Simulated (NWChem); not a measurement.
# One shape, several levels: BNH4 (SMILES BN)

We compute a comparison of 6 runs (HF/STO-3G, HF/3-21G, B3LYP/6-31G*, B2PLYP/def2-TZVPP, wB97X/def2-TZVPP) of BNH4. 

The calculation is run with NWChem 7.3.0.

1 further run of the same task is left out (set aside as unsound or not needed).

## (1) Starting point

BNH4: 6 atoms, total charge 0, spin state singlet. SMILES: `BN`. One bond was lengthened or shortened from a relaxed shape.

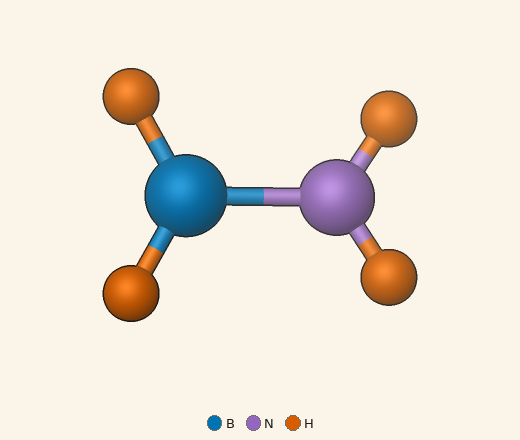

The structure, seen from a chosen angle (boron blue, nitrogen purple, hydrogen orange).

## (2) The energy at HF/STO-3G (run 1)

run.py

```python
from ase import Atoms
from ase.calculators.nwchem import NWChem

molecule = Atoms(['B', 'N', 'H', 'H', 'H', 'H'], positions=[
    [-0.169352, -0.883187, -0.031061],
    [0.146100, 0.677400, 0.010800],
    [0.184648, -1.571587, 0.882039],
    [-0.753152, -1.332287, -0.974661],
    [-0.121600, 1.313700, -0.720800],
    [0.632000, 1.121400, 0.771300],
])

calc = NWChem(
    label='nw',
    theory='scf',
    memory='2200 mb',
    basis='STO-3G',
    basispar='spherical bse',
    scf={'nopen': '0', 'rhf': None, 'thresh': '1e-08', 'maxiter': '80'},
    task='energy',
)
molecule.calc = calc

e = molecule.get_potential_energy()
print(f"E = {e:.6f} eV")
print("dipole (e A):", molecule.get_dipole_moment().round(4))
```

Started as:

```console
$ export ASE_NWCHEM_COMMAND="nwchem PREFIX.nwi > PREFIX.nwo"
$ python run.py
```

Output:

```text
E = -2188.543347 eV
dipole (e A): [0.0381 0.1889 0.0051]
```

The calculator wrote nw.nwi:

```
title "nw"

permanent_dir nw

scratch_dir nw

start nw

geometry units angstrom nocenter noautosym noautoz
  B  -1.6935200000000000e-01 -8.8318700000000006e-01 -3.1060999999999998e-02
  N  1.4610000000000001e-01 6.7740000000000000e-01 1.0800000000000001e-02
  H  1.8464800000000001e-01 -1.5715870000000001e+00 8.8203900000000002e-01
  H  -7.5315200000000004e-01 -1.3322870000000000e+00 -9.7466100000000000e-01
  H  -1.2160000000000000e-01 1.3137000000000001e+00 -7.2080000000000000e-01
  H  6.3200000000000001e-01 1.1214000000000000e+00 7.7129999999999999e-01
end

memory 2200 mb

basis spherical bse noprint
   * library STO-3G
end

scf
  nopen 0
  rhf
  thresh 1e-08
  maxiter 80
end

task scf energy
```

nw.nwo, cut to the lines that bear on the results:

```text
[...]
      One-electron energy =   -168.533138552387
[... 1 line left out ...]
 Nuclear repulsion energy =     30.057891470538
[... 22 lines left out ...]
                       ROHF Final Molecular Orbital Analysis
[... 110 lines left out ...]
 center of mass
[...]
```

It took 1.4 s on 1 thread of Intel Xeon Platinum 8259CL at 2.50GHz (Skylake/Cascade Lake), shared host; peak memory 0.098 GiB.

## (3) A single-point energy at HF/3-21G (run 2)

bh4n.nw

```
START bh4n
TITLE "BH4N hf"
memory total 2200 mb

GEOMETRY units angstroms noautosym nocenter noautoz
  B       -0.169352      -0.883187      -0.031061
  N        0.146100       0.677400       0.010800
  H        0.184648      -1.571587       0.882039
  H       -0.753152      -1.332287      -0.974661
  H       -0.121600       1.313700      -0.720800
  H        0.632000       1.121400       0.771300
END

BASIS spherical bse
  * library 3-21G
END

SCF
  thresh 1e-08
  maxiter 80
END

TASK scf energy
```

Started as:

```console
$ nwchem bh4n.nw > bh4n.out
```

Output:

```text
[...]
  functions       =    26
[...]
  wavefunction    = RHF
[...]
         Total SCF energy =    -81.020336518893
      One-electron energy =   -168.347497106925
      Two-electron energy =     57.269269117494
 Nuclear repulsion energy =     30.057891470538
        Time for solution =      0.4s
[...]
```

Wall time 0.97 s (1 thread of Intel Xeon Platinum 8259CL at 2.50GHz (Skylake/Cascade Lake), shared host); peak memory 0.099 GiB.

Runs 3 to 5 aren't shown in full; the table further down has their settings and results.

## (4) The energy at wB97X/def2-TZVPP (run 6)

bh4n.nw

```
START bh4n
TITLE "BH4N"
memory stack 880 mb heap 220 mb global 1100 mb

GEOMETRY units angstrom noautosym nocenter noautoz
   B     -0.169352    -0.883187    -0.031061
   N      0.146100     0.677400     0.010800
   H      0.184648    -1.571587     0.882039
   H     -0.753152    -1.332287    -0.974661
   H     -0.121600     1.313700    -0.720800
   H      0.632000     1.121400     0.771300
END

BASIS "ao basis" spherical bse
   * library def2-TZVPP
END

DFT
   xc wb97x
   mult 1
   grid fine
   convergence energy 1e-08
   maxiter 100
   mulliken
END

TASK dft energy
```

Started as:

```console
$ nwchem bh4n.nw > bh4n.out
```

Output:

```text
[...]
          Wavefunction type:  closed shell.
          No. of atoms     :     6
          No. of electrons :    16
[...]
          Charge           :     0
          Spin multiplicity:     1
[...]
          AO basis - number of functions:   118
[...]
              XC Information
              --------------
                       wb97x  Method XC Functional
                     Hartree-Fock (Exact) Exchange  1.000
                         wb97x Exchange Functional  1.000
                      wb97x Correlation Functional  1.000
[...]
 d= 0,ls=0.0,diis     1    -81.9903630338 -1.12D+02  3.23D-03  3.18D-01    13.7
[...]
 d= 0,ls=0.0,diis     8    -82.0256225546 -3.48D-09  4.17D-07  2.71D-09   118.6
         Total DFT energy =      -82.025622554589
      One electron energy =     -169.087575418616
           Coulomb energy =       69.383585475752
    Exchange-Corr. energy =      -12.379524082263
 Nuclear repulsion energy =       30.057891470538
[...]
      Total Density - Mulliken Population Analysis
     ---------------------------------------------
    Atom       Charge   Shell Charges
 -----------   ------   -------------------------------------------------------
    1 B    5     4.99   0.92  1.05  0.52  0.51  0.05  0.91  0.78  0.13  0.04  0.07  0.01
    2 N    7     7.41   0.82  1.15  0.54  0.72  0.23  1.56  1.55  0.82  0.00  0.01  0.00
    3 H    1     0.95   0.26  0.46  0.22  0.00  0.00  0.00
    4 H    1     0.95   0.26  0.46  0.22  0.00  0.00  0.00
    5 H    1     0.85   0.27  0.44  0.06  0.02  0.05  0.01
    6 H    1     0.85   0.27  0.44  0.06  0.02  0.05  0.01
[...]
```

It took 2 min on 1 thread of Intel Xeon Platinum 8259CL at 2.50GHz (Skylake/Cascade Lake), shared host; peak memory 0.11 GiB.

## (5) The series

| run | level | iteration cap | module | energy (Eh) | dipole moment (D) | HOMO energy (eV) | LUMO energy (eV) | wall time |
| --- | --- | --- | --- | --- | --- | --- | --- | --- |
| 1 | HF/STO-3G | 80 | scf | -80.427485 | 0.93 | -8.91 | 7.84 | 1.4 s |
| 2 | HF/3-21G | 80 | scf | -81.020337 | 1.28 | -10.80 | 3.77 | 0.97 s |
| 3 | B3LYP/6-31G* (spherical functions) | 100 | dft | -82.015008 | – | – | – | 9.3 s |
| 4 | B3LYP/6-31G* (Cartesian functions) | 100 | dft | -82.016525 | 1.49 | -7.18 | -0.17 | 9.9 s |
| 5 | B2PLYP/def2-TZVPP | 100 | dft | -81.975156 | 1.06 | -8.99 | 0.72 | 28 s |
| 6 | wB97X/def2-TZVPP | 100 | dft | -82.025623 | 1.15 | -10.30 | 1.66 | 2 min |

## (6) Summary of results

| quantity | value |
| --- | --- |
| run 6: total energy | -82.02562 Eh |
| run 6: dipole moment | 1.15 D |
| run 6: HOMO energy | -10.30 eV |
| run 6: LUMO energy | 1.66 eV |
| run 6: HOMO–LUMO gap | 11.96 eV |

What this shows: Over runs 1, 2, 4, 5, 6 the dipole moment (its size) runs from 0.93 D (HF/STO-3G) to 1.49 D (B3LYP/6-31G*). The two ends differ in method and basis. Over runs 1, 2, 4, 5, 6 the HOMO–LUMO gap runs from 7.01 eV (B3LYP/6-31G*) to 16.75 eV (HF/STO-3G). Totals of different functionals can't be ranked against each other. In run 1 the basis is minimal, so the values are rough. All runs together took 2.8 min, the longest 2 min.
